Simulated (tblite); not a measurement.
## Relaxed scan of C$_{2}$H$_{9}$F$_{2}$SSi$_{2}$ (charge +1)

The run: relaxed scan of C$_{2}$H$_{9}$F$_{2}$SSi$_{2}$, charge +1. Method and program: GFN2-xTB relaxed scan under a harmonic restraint, gas phase (tblite 0.8.0).

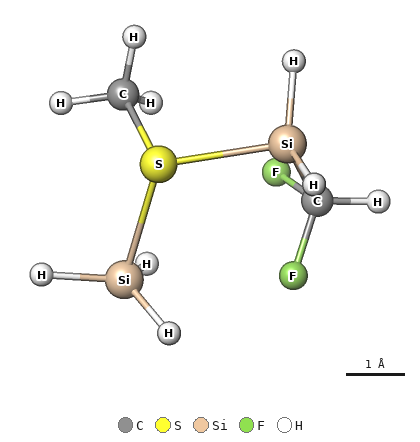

*The structure (ball-and-stick view, seen at a tilt).*

Bond lengths as drawn: C–F 1.36 to 1.37 Å, C–H 1.08 to 1.10 Å, C–S 1.82 Å, C–Si 1.95 Å, H–Si 1.45 to 1.46 Å and S–Si 2.26 to 2.33 Å.

## Summary

- outcome: converged
- hardware: 1 CPU thread, shared host
- wall time: 0.84 s
- peak memory: 0.18 GiB

## The input
```
{"job": {"xc": "GFN2-xTB", "basis": "xTB", "coordinate": [["t", [3, 0, 2, 1], 0.3333333333333333], ["t", [0, 2, 3, 1], 0.3333333333333333], ["t", [2, 3, 0, 1], 0.3333333333333333]], "kind": "drive"}, "charge": 1, "multiplicity": 1}
C     -0.011217     1.546702     1.355098
S     -0.673057    -0.143281     1.177386
Si    -2.100191     0.155144    -0.641245
Si     1.167688    -1.317754     0.613797
C      1.338498    -0.912958    -1.286794
F      0.172589    -1.268745    -1.903365
F      1.429357     0.436994    -1.434160
H     -0.852832     2.200521     1.560652
H      0.666520     1.556505     2.202670
H      0.498957     1.858802     0.449988
H     -1.275422     0.971687    -1.518367
H     -3.141446     0.878537     0.077638
H     -2.354775    -1.235090    -0.971148
H      0.732975    -2.689853     0.794770
H      2.229784    -0.661178     1.357289
H      2.164972    -1.367090    -1.845620
```

The first line tells a small driver script what to run in tblite; the rest is the geometry in Å.

Command:
```bash
OMP_NUM_THREADS=1 python <driver script> task.json out
```

## The program's output
```
point  coordinate     E/eV
  0     41.700     -670.72197
  1     49.600     -670.60318
```
